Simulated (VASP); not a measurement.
Band structure of ZrO$_{2}$ (fluorite). Level of theory: r2SCAN meta-GGA, VASP's PBE PAW potentials (set 64) (plane waves; VASP 6.6.1).

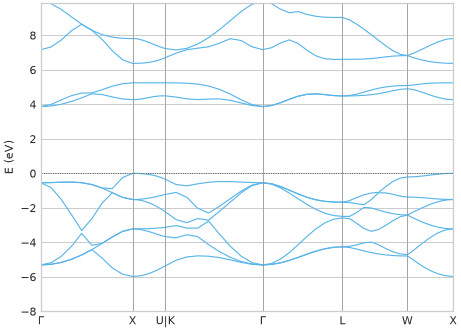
Figure: Bands along high-symmetry lines, zero at the valence-band maximum or, without a gap, the Fermi level

Task: Read the plot: is there a gap, and where are the band edges?

Result: The gap is indirect, 3.87 eV, from the valence maximum at X to the conduction minimum at Γ.

The compound is ZrO2 in the fluorite structure, the high-temperature cubic form, which is unstable at 0 K; the monoclinic form is the stable one. It was relaxed first.
